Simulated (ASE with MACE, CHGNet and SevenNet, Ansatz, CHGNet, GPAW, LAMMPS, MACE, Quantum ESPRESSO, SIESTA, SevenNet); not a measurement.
**Machine-learned potentials on liquid 50SiO2-23Al2O3-12ZnO-12Li2O-4CoO (mol %) at 3000 K (86 atoms): settings against a plane-wave reference**

Aim: run liquid 50SiO2-23Al2O3-12ZnO-12Li2O-4CoO (mol %) at 3000 K (86 atoms) in machine-learned potentials and see how near its forces come to a plane-wave reference, and at what cost.

Program: ASE with MACE, CHGNet and SevenNet. Level of theory: the method is named at each step. Results are calculated unless marked as measured.

**1. The structure**

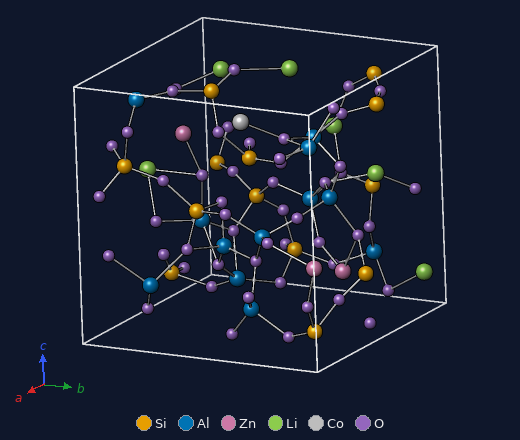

The starting structure, seen slightly off an axis (silicon orange, aluminium blue, zinc pink, lithium green, cobalt light grey, oxygen purple). Bonds to atoms that aren't drawn are left out. Some periodic images of atoms are drawn too.

The cell holds 86 atoms: 13 Si, 12 Al, 3 Zn, 6 Li, 1 Co and 51 O. Cell: a = 10.730 Å, b = 10.730 Å, c = 10.730 Å, α = 90.0°, β = 90.0°, γ = 90.0°. 86 atoms (13 Si, 12 Al, 3 Zn, 6 Li, 1 Co, 51 O) placed at random at 2.77 g/cm³, melted at 4000 K for 10 ps at fixed volume with the Morse and Coulomb pair potential with partial charges (Pedone, Malavasi, Menziani, Cormack and Segre, J. Phys. Chem. B 110, 11780 (2006)). Snapshot at the end of a hold of 10 ps at 3000 K and zero pressure.

The yardstick, on the same geometry:

| Quantity | Value |
| --- | --- |
| method | Kohn-Sham DFT, PBE, PAW, plane waves (Ansatz 0.2.0); cutoff 420 eV, Γ point, fermi-dirac smearing of 0.05 eV, spin polarised, started with a moment on one atom, ending at -3.3 μB in the cell; PAW set soft_2 |
| r.m.s. force component | 3.44 eV/Å |
| longest force | 18.08 eV/Å |
| pressure | 4.078 GPa |
| SCF cycles | 33 |
| time | 70 s on 4 threads of Arm Neoverse V1, shared host |
| CPU time | 4.5 min |

**2. MACE MP-0b3 medium potential**

Method: machine-learned interatomic potential MACE MP-0b3 medium, trained on PBE(+U) plane-wave data.

Contents of run.py:

```python
import numpy as np
from ase.io import read
import mlip  # loads the published weights by name

atoms = read("structure.xyz")
atoms.calc = mlip.calc("mace-mp-0b3-medium")
energy = atoms.get_potential_energy()
forces = atoms.get_forces()
print(f"energy {energy:.6f} eV")
print("forces (eV/A)")
for i, (a, f) in enumerate(zip(atoms, forces)):
    print(f"{i:4d} {a.symbol:2s} {f[0]:10.5f} {f[1]:10.5f} {f[2]:10.5f}")
stress = -atoms.get_stress(voigt=False) * 160.21766
print("stress (GPa, compression positive)")
for row in stress:
    print(" ".join(f"{x:10.4f}" for x in row))
```

Contents of structure.xyz:

```xyz
86
Lattice="10.72952 0.00000 0.00000 0.00000 10.72952 0.00000 0.00000 0.00000 10.72952" Properties=species:S:1:pos:R:3 pbc="T T T"
Si 6.02699 5.30532 7.08459
Si 1.11040 1.06512 5.09041
Si 3.88988 0.36609 1.16920
Si 9.58103 1.55310 7.29092
Si 6.69007 4.04503 9.92105
Si 2.72852 3.72271 4.43762
Si 8.41377 9.37320 0.93057
Si 0.72285 7.94736 4.81015
Si 3.81960 9.99659 9.25013
Si 8.55711 4.22099 5.43708
Si 1.23475 4.55640 1.88840
Si 6.30391 10.62437 2.92079
Si 0.87875 8.28040 9.54863
Al 9.52470 2.53120 2.41167
Al 0.13444 7.57762 1.84280
Al 5.78879 8.14628 8.19703
Al 8.73383 9.56086 8.71387
Al 3.44450 6.58664 4.83386
Al 5.06487 2.48603 3.92089
Al 6.80520 4.43580 3.52336
Al 8.32579 6.44351 1.52263
Al 8.32353 7.05423 4.58472
Al 5.78160 8.78512 5.75177
Al 8.68415 1.69065 9.83768
Al 4.47893 3.69557 1.45718
Zn 9.80807 10.22309 4.03065
Zn 5.38085 1.94580 7.56099
Zn 4.71981 8.68469 2.37809
Li 2.33646 2.07176 9.44090
Li 5.56647 0.35257 5.94759
Li 3.63838 5.95467 10.25152
Li 0.41062 6.08890 6.99586
Li 0.74066 10.19036 1.44580
Li 3.15094 9.46987 6.13278
Co 9.27524 6.78610 9.62384
O 7.20702 4.58322 8.39800
O 8.92460 3.92346 3.89192
O 9.42320 9.64015 2.25653
O 2.13475 9.23779 9.25389
O 9.01065 2.98957 6.68599
O 4.85564 4.68558 7.31764
O 3.62776 3.11499 3.15491
O 7.14103 2.50556 9.86880
O 10.29079 9.08501 8.62568
O 7.35573 6.18761 3.23892
O 0.49206 6.87891 8.75690
O 10.70066 0.97628 6.25692
O 6.17613 6.82612 7.08309
O 1.09548 7.93856 3.18066
O 7.86946 7.96892 8.67213
O 7.98512 7.92804 0.43068
O 6.87612 4.43762 5.37603
O 7.36238 8.15422 5.24040
O 1.67810 4.34052 3.62840
O 0.20783 8.21066 0.30354
O 8.86194 1.99140 1.20600
[... 26 atom lines left out ...]
O 9.01108 5.78450 5.58557
O 5.22753 9.72685 4.13011
O 7.12837 9.81837 1.95953
O 2.40352 0.10783 0.95117
```

Started as:

```bash
OMP_NUM_THREADS=1 python run.py > output.txt
```

Numbers of over 12 decimals in the logs are rounded to 6 here.

Log:

```text
energy -562.164991 eV
forces (eV/A)
   0 Si   15.37188    2.34057   -0.14593
   1 Si   -4.85177    4.31997   -1.44061
   2 Si    0.93562    3.98929   -3.69014
   3 Si    1.68428    1.95296    0.27469
   4 Si    8.89268    1.25139   -3.33463
   5 Si    2.47676   -3.83030    2.92177
   6 Si   -1.12789    3.39149    1.23085
   7 Si    8.66547    2.64700  -10.15389
   8 Si   -5.19165    2.45457    5.69269
   9 Si    1.19570   -1.40616    2.72638
  10 Si    5.72135    5.99427    0.27592
  11 Si   -4.13196    3.89703    6.68419
  12 Si   -3.51921    1.34194   -3.12552
  13 Al    7.41272    4.85581    9.01253
  14 Al    6.25981    0.15712   -0.69594
  15 Al    6.75652   -2.35652   -1.01086
  16 Al   -3.02194    0.81705   -0.79909
  17 Al   -0.50833    0.77134   -0.98698
  18 Al    2.09528   -2.99155    1.93145
  19 Al    6.88694    6.85177    5.39346
  20 Al   -4.86919   -2.55179   -1.75204
  21 Al    1.80641   -1.56418   -1.84176
  22 Al    0.66140   -4.24219   -4.80582
  23 Al   -2.05963   -0.83455    3.98534
[...]
78 O     0.59364    0.81550   -0.21501
  79 O     0.60679   -5.58816   -0.69035
  80 O     6.80764   -6.80948    5.76974
  81 O     2.72484    0.06147    0.91658
  82 O     1.24574   -0.48908    1.33424
  83 O     2.03027   -0.02995   -0.05371
  84 O     0.38035   -1.46211   -1.64113
  85 O    -2.89092   -0.60004    0.48498
stress (GPa, compression positive)
   11.0946    -0.4048     0.4200
   -0.4048     3.9942     3.6607
    0.4200     3.6607    -2.0288
```

Run time: 11 s. Hardware: 1 thread of Arm Neoverse V1, shared host; peak memory 0.98 GiB.

Banners, paths, timers and routine set-up lines are dropped from the logs unmarked, and long logs keep their key lines alone; longer cuts are marked.

Compared with the plane-wave run:

- r.m.s. force component: 3.424 eV/Å
- r.m.s. difference of force components: 212.3 meV/Å
- longest difference of force vectors: 1043 meV/Å
- force difference over r.m.s. force: 6.172 %
- slope of forces against the reference's: 0.9934
- correlation of force components: 0.9981
- pressure: 4.353 GPa
- pressure difference: 0.2753 GPa

Length of the force difference by element (eV/Å):

```tsv
element	atoms	mean	most
Al	12	0.41	0.66
Co	1	0.75	0.75
Li	6	0.18	0.23
O	51	0.26	1.0
Si	13	0.46	0.81
Zn	3	0.33	0.47
```

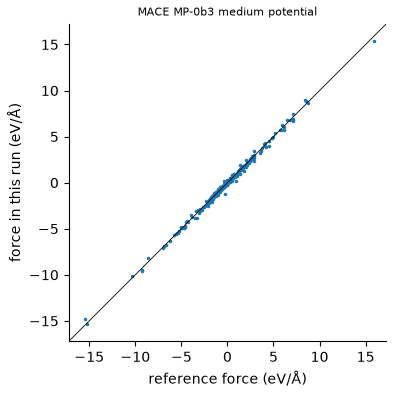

Force components against those of the reference; the line marks equality.

Local excerpt of 14 atoms (numbers count through the whole input) about O55, picked at random; x, y, z are measured from there.

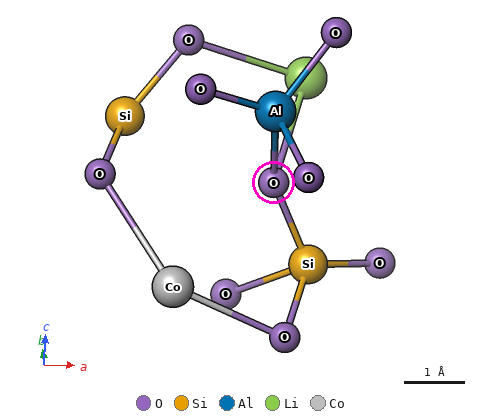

The atoms of the table, within 3.0 Å (arrows a, b, c point along x, y, z); some may hide others; the central atom is ringed.

```tsv
atom	x	y	z	distance (Å)	bonds	Fx	Fy	Fz (eV/Å)
O55	0.00	0.00	0.00	0.00	3	0.71	2.87	-1.79
Si13	0.67	0.07	-1.48	1.63	4	-3.52	1.34	-3.13
Al15	-0.07	-0.63	1.54	1.67	4	6.26	0.16	-0.70
Li33	0.53	1.98	1.14	2.35	3	0.16	0.15	0.02
O58	0.48	-2.19	0.98	2.45	2	0.87	-1.98	0.65
Co35	-1.66	-1.42	-1.41	2.60	2	-0.82	0.23	-1.03
O44	-0.65	0.87	-2.41	2.64	2	3.75	-0.33	1.51
O46	0.28	-1.33	-2.28	2.65	3	0.59	-1.04	0.68
O73	-1.39	-1.19	2.10	2.79	2	-5.46	-1.76	4.93
O39	1.93	1.03	-1.78	2.82	2	1.93	0.91	0.27
Si7	-2.52	1.16	0.63	2.85	4	-1.13	3.39	1.23
O38	-1.51	1.43	1.95	2.85	3	1.45	-0.28	-2.97
O51	-2.95	-0.28	0.13	2.97	2	0.54	-2.49	0.92
O49	0.89	-0.27	2.88	3.02	2	1.46	2.01	2.16
```

Atoms are counted from 1 here, from 0 in the log.

Forces lie 6.2 % from the reference's, at 0.037 times its CPU time (on 1 against 4 cores).

**3. CHGNet r2SCAN potential**

Method: machine-learned interatomic potential CHGNet r2SCAN, trained on r2SCAN plane-wave data.

Changes to run.py since step 2:

```diff
@@ -5,3 +5,3 @@
 atoms = read("structure.xyz")
-atoms.calc = mlip.calc("mace-mp-0b3-medium")
+atoms.calc = mlip.calc("chgnet-r2scan")
 energy = atoms.get_potential_energy()
```

structure.xyz is that of step 2.

Log:

```text
CHGNet vr2scan initialized with 412,525 parameters
CHGNet will run on cpu
energy -756.618896 eV
forces (eV/A)
   0 Si   15.13694    2.63401   -0.59773
   1 Si   -4.88473    4.09925   -1.42794
   2 Si    0.91522    3.80340   -3.16552
   3 Si    1.35785    1.81111   -0.03813
   4 Si    8.50915    1.27658   -2.84579
   5 Si    2.69516   -3.03305    3.02329
   6 Si   -1.39442    2.64718    1.07778
   7 Si    8.82574    2.54937   -8.89265
   8 Si   -4.94594    2.43580    5.08086
   9 Si    0.75977   -0.98264    2.24545
  10 Si    4.97921    5.69003   -0.08760
  11 Si   -4.13347    3.97116    6.86298
  12 Si   -3.64092    1.05093   -2.87387
  13 Al    6.14001    4.34208    7.56609
  14 Al    5.58285    0.04793   -0.59352
  15 Al    6.18526   -2.15076   -1.51563
  16 Al   -2.42676    0.63422   -0.48441
  17 Al   -0.25949    0.52574   -1.10146
  18 Al    1.68637   -2.23574    1.16572
  19 Al    5.70996    5.64570    4.68901
  20 Al   -4.55635   -2.52745   -2.19258
  21 Al    1.11687   -1.46063   -1.39267
  22 Al    0.59719   -3.20609   -3.30062
  23 Al   -1.53403   -0.60682    3.61902
[...]
78 O     0.05209    0.47010   -0.68463
  79 O     0.63022   -4.88899   -0.75208
  80 O     6.17060   -6.53070    5.12135
  81 O     2.58048   -0.17408    1.17643
  82 O     0.93656   -0.28160    0.80566
  83 O     2.11070   -0.06875   -0.46728
  84 O     0.59158   -1.25117   -1.85012
  85 O    -2.35007   -0.41412    0.58550
stress (GPa, compression positive)
    6.1343    -0.2732     0.2305
   -0.2732    -0.5089     3.5118
    0.2305     3.5118    -6.6037
```

Run time: 6 s. Hardware: 1 thread; peak memory 1.1 GiB.

Compared with the plane-wave run:

* r.m.s. force component: 3.16 eV/Å
* r.m.s. difference of force components: 449.8 meV/Å
* longest difference of force vectors: 2335 meV/Å
* force difference over r.m.s. force: 13.08 %
* slope of forces against the reference's: 0.9134
* correlation of force components: 0.9943
* pressure: -0.3261 GPa
* pressure difference: -4.404 GPa

Against the first run (6.2 %), the force difference from the reference is 13 %, at 0.51 times the CPU time; this potential was trained at another functional than the reference's.

**4. SevenNet l3i5 potential**

Method: machine-learned interatomic potential SevenNet l3i5, trained on PBE(+U) plane-wave data.

Changes to run.py since step 3:

```diff
@@ -5,3 +5,3 @@
 atoms = read("structure.xyz")
-atoms.calc = mlip.calc("chgnet-r2scan")
+atoms.calc = mlip.calc("7net-l3i5")
 energy = atoms.get_potential_energy()
```

structure.xyz is that of step 3.

Log:

```text
energy -559.640625 eV
forces (eV/A)
   0 Si   15.45387    2.16257   -0.13597
   1 Si   -4.78673    4.23568   -1.56393
   2 Si    0.93192    4.60491   -3.72566
   3 Si    1.71968    1.96770    0.26543
   4 Si    8.68376    1.63308   -3.15721
   5 Si    2.69182   -4.02949    2.93942
   6 Si   -1.27440    3.03697    1.32110
   7 Si    8.78075    2.44408   -9.96678
   8 Si   -5.28234    2.22427    5.81076
   9 Si    1.08293   -1.39766    2.68954
  10 Si    5.70916    6.06947    0.01100
  11 Si   -4.21441    4.49673    7.23482
  12 Si   -3.75413    1.33351   -3.27545
  13 Al    7.14217    4.74388    8.57624
  14 Al    6.04603   -0.16344   -0.63709
  15 Al    7.01806   -2.34202   -1.33180
  16 Al   -3.14708    0.70463   -0.85248
  17 Al   -0.50410    0.74806   -1.16976
  18 Al    2.16357   -3.04171    1.65972
  19 Al    7.04730    7.04093    5.26344
  20 Al   -5.21274   -2.48217   -1.86431
  21 Al    1.72206   -1.48866   -1.89712
  22 Al    0.77455   -4.25320   -4.36593
  23 Al   -1.79928   -0.84222    4.05644
[...]
78 O     0.64780    0.81158   -0.19404
  79 O     0.52442   -5.49524   -0.51001
  80 O     6.37160   -6.33933    5.54576
  81 O     2.86412    0.19412    0.94684
  82 O     1.36082   -0.61348    1.34774
  83 O     2.11313   -0.20761   -0.25216
  84 O     0.28920   -1.69371   -1.67614
  85 O    -2.85100   -0.61064    0.57040
stress (GPa, compression positive)
   11.0306    -0.3521     0.4005
   -0.3521     3.6009     3.6804
    0.4005     3.6804    -2.5223
```

Run time: 13 s. Hardware: 1 thread; peak memory 1.4 GiB.

Numbers from this run, and their distance from the reference:

* r.m.s. force component: 3.414 eV/Å
* r.m.s. difference of force components: 171.7 meV/Å
* longest difference of force vectors: 1077 meV/Å
* force difference over r.m.s. force: 4.992 %
* slope of forces against the reference's: 0.9911
* correlation of force components: 0.9988
* pressure: 4.036 GPa
* pressure difference: -0.0416 GPa

Against the first run (6.2 %), the force difference from the reference is 5.0 %, at 1.2 times the CPU time.

**5. The ladder**

Differences are against the plane-wave reference, forces as r.m.s. over components; share is that over the reference's r.m.s. force, slope the least-squares factor from reference forces to these. Total energies of different programs have different zeros and aren't compared.

```tsv
run	Δ force, r.m.s. (meV/Å)	share (%)	slope	Δ pressure (GPa)	cores	CPU time	memory (GiB)
reference	-	-	-	-	4	4.5 min	2.4
MACE MP-0b3 medium potential	212	6.17	0.993	0.275	1	10 s	0.98
CHGNet r2SCAN potential	450	13.1	0.913	-4.40	1	5.2 s	1.1
SevenNet l3i5 potential	172	4.99	0.991	-0.0416	1	12 s	1.4
```

Times of the machine-learned potentials are mostly Python's start and the loading of weights.

CPU time is summed over cores on a shared host, where runs went side by side, so it is rough. Symmetry, cutoffs, thresholds, outputs and thread counts weren't matched or tuned between programs; memory under MPI is the largest rank's times the ranks.

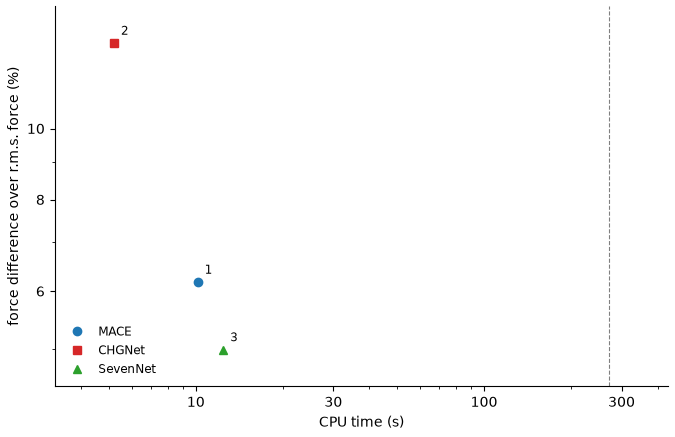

Force difference against CPU time; the dashed line marks the reference's time. Points: 1 MACE MP-0b3 medium potential; 2 CHGNet r2SCAN potential; 3 SevenNet l3i5 potential.

**6. Results**

| Item | Value |
| --- | --- |
| nearest in forces | SevenNet l3i5 potential, 5.0 % |
| its CPU time | 12 s |

What this shows: Machine-learned potentials differ by 5.0 % (SevenNet l3i5 potential) to 13 % (CHGNet r2SCAN potential); they were trained on other programs' data, some at another functional, the PBE(+U) sets with a Hubbard term on some transition metals in oxides and fluorides. The frame stands for 3000 K, but pressures are static and levels are smeared at 580 K, under the temperature of the frame, which matters where levels are partly filled. Machine-learned potentials mimic data converged in k, so the reference's own k-point error enters their differences. In the spin-polarised runs the search for a state of lower energy was switched off. The network of bonds at the start is that of the classical potential that made the cell, and needn't be the one that DFT or experiment would give. The run was spin polarised, started with a moment on one atom, ending at -3.3 μB in the cell; that starting order needn't be the real material's, and it bears on forces, charges and levels. The reference's stress is far from hydrostatic: its diagonal is 11.2, 3.5, -2.5 GPa, compression counted positive. Without a Hubbard term or exact exchange, open shells on Co are likely too delocalised. The electronic-structure runs sample only Γ, in a cell whose shortest periodic width is 11 Å, which is coarse for a cell with partly filled levels.

[Also dropped from logs without a mark: logging warnings of Python, and SIESTA's first energy breakdown and zero terms.]

[Logs are printed without paths, hosts, clocks, repeated set-up lines and the standing remarks that a program may print on its own settings, such as how far it seeks lower states.]

[Hosts, paths, dates, database ids (printed as entryN), source tags and the programs' standing remarks are cut or masked in the printed files.]
